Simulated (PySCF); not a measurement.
**C4H5FO, SMILES `OCC1(F)C=C1`: what the electrons do**

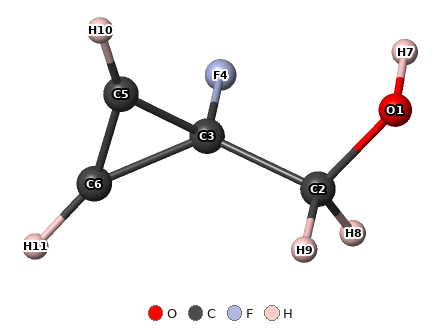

The molecule, with its atoms numbered as below. No frequency check shows the geometry to be a minimum.

Geometry (Å), atoms numbered from 1:

```
O1      -1.9815    0.3839    0.3658
C2      -0.9922    0.3678   -0.6337
C3       0.3451   -0.1138   -0.1157
F4       0.2908   -1.4985    0.0997
C5       1.2545    0.6555    0.7665
C6       1.6674    0.4585   -0.4586
H7      -2.0413   -0.5012    0.7457
H8      -1.3010   -0.2717   -1.4743
H9      -0.8946    1.3970   -0.9849
H10      1.4102    1.0319    1.7469
H11      2.4128    0.5509   -1.2091
```

### 1. Bonding charge

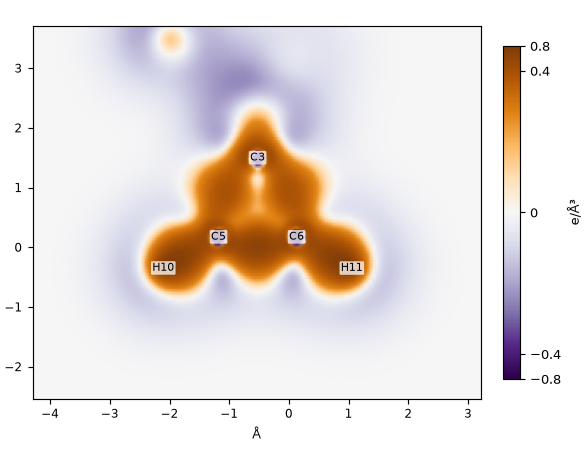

Deformation density (molecule less spherical, spin-averaged free atoms) in the plane of C3, C5, C6, H10 and H11; colour scale in e/Å³, logarithmic beyond ±0.1; orange: gain, purple: loss.

Level of theory: BLYP/6-31G* (PySCF), at a geometry from GFN2-xTB.

How much density has each bond in this plane gained at its critical point, relative to the free atoms?

Answer. C5–H10: +0.66 e/Å³ at the bond critical point (bond length 1.06 Å, Mayer order 0.9). C6–H11: +0.66 e/Å³ at the bond critical point (bond length 1.06 Å, Mayer order 0.9). C5–C6: +0.57 e/Å³ at the bond critical point (bond length 1.31 Å, Mayer order 1.8). C3–C5: +0.32 e/Å³ at the bond critical point (bond length 1.48 Å, Mayer order 1.0). C3–C6: +0.32 e/Å³ at the bond critical point (bond length 1.48 Å, Mayer order 1.0). In all, 2.3 electrons gather in the regions of gain relative to the promolecule.

### 2. Bond critical points

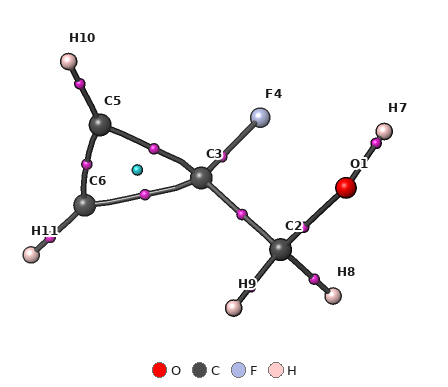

Molecular graph of the electron density (QTAIM): bond paths, bond critical points (magenta), ring points (cyan, if any); weak paths are dashed.

How many critical points of each kind are there, and does the count close?

Answer. 11 nuclei, 11 bond, 1 ring and 0 cage critical points: 11 − 11 + 1 − 0 = 1, as the Poincaré–Hopf relation requires.

Give the properties at the bond critical points.

Answer.
```
  bond  length (Å)  ρ (a.u.)  ∇²ρ (a.u.)     ε  H (a.u.)
 O1–H7       0.965     0.351       −1.79  0.02    −0.516
 C5–C6       1.308     0.343       −0.87  0.17    −0.398
C5–H10       1.062     0.286       −1.07  0.01    −0.303
C6–H11       1.062     0.285       −1.07  0.01    −0.302
 C2–H9       1.092     0.280       −0.97  0.03    −0.278
 C2–H8       1.100     0.274       −0.91  0.03    −0.266
 O1–C2       1.406     0.265       −0.52  0.03    −0.380
 C2–C3       1.513     0.262       −0.64  0.04    −0.219
 C3–C5       1.482     0.251       −0.39  0.52    −0.209
 C3–C6       1.481     0.251       −0.39  0.52    −0.209
 C3–F4       1.402     0.231       −0.16  0.10    −0.302
```

What kind of interaction is O1–C2?

Answer. Shared-shell (covalent): ρ = 0.265, ∇²ρ = −0.52, H = −0.380 a.u.

### 3. Local ionisation energy

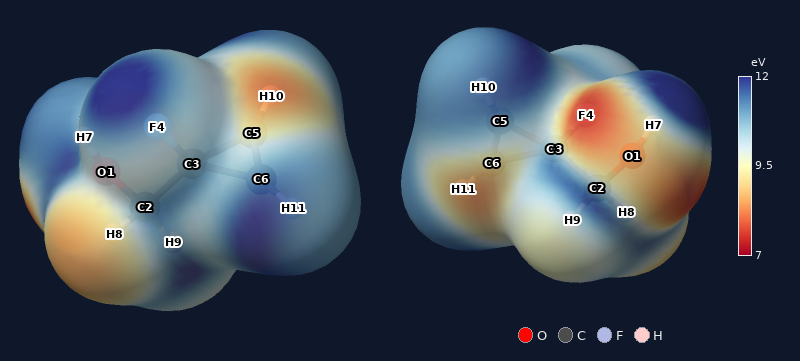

Average local ionisation energy on the surface of electron density 0.001 a.u. (back view left, front view right).

Where are the most loosely bound electrons on this surface?

Answer. The lowest value is 7.6 eV, 1.8 Å from O1. Further minima include 8.3 eV, off the C5–C6 bond (2.0 to 2.1 Å from its atoms); 8.5 eV, 1.4 Å from H8; 9.5 eV, 1.4 Å from H9. For comparison, the highest occupied orbital lies at −5.5 eV.

What volume does the surface enclose, and what is the dipole moment?

Answer. About 105 Å³; the dipole moment is 1.5 D.

### 4. Localised orbitals

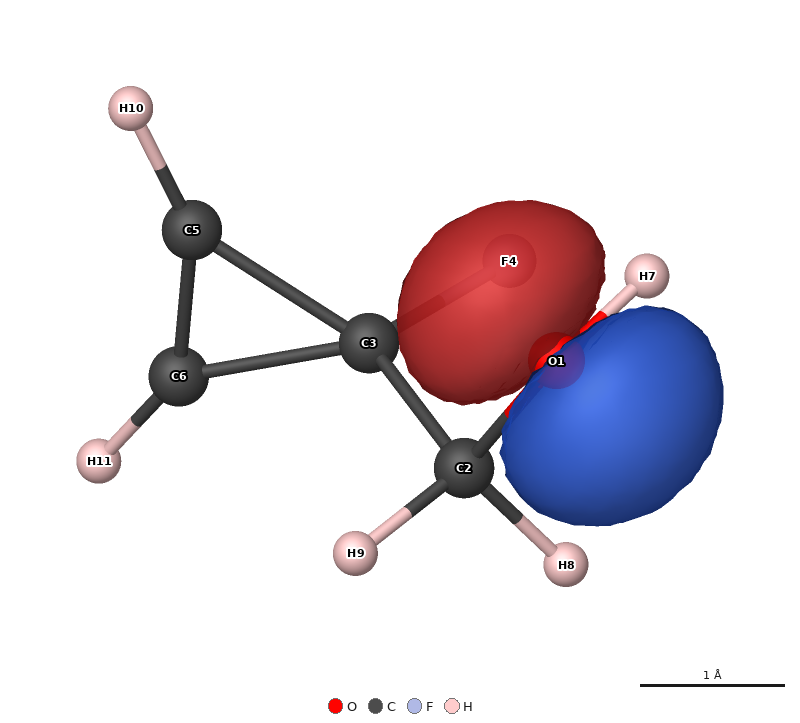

Intrinsic bond orbitals (IBO), occupied; each surface holds about 85 % of the orbital's density. Energies are diagonal elements of the Fock matrix.

PySCF calculation, PBE0/def2-SVP, gas phase; geometry: GFN2-xTB.

What does this orbital represent?

Answer. Lone pair on O1 (p-type) (O1 98 %; −8.7 eV).
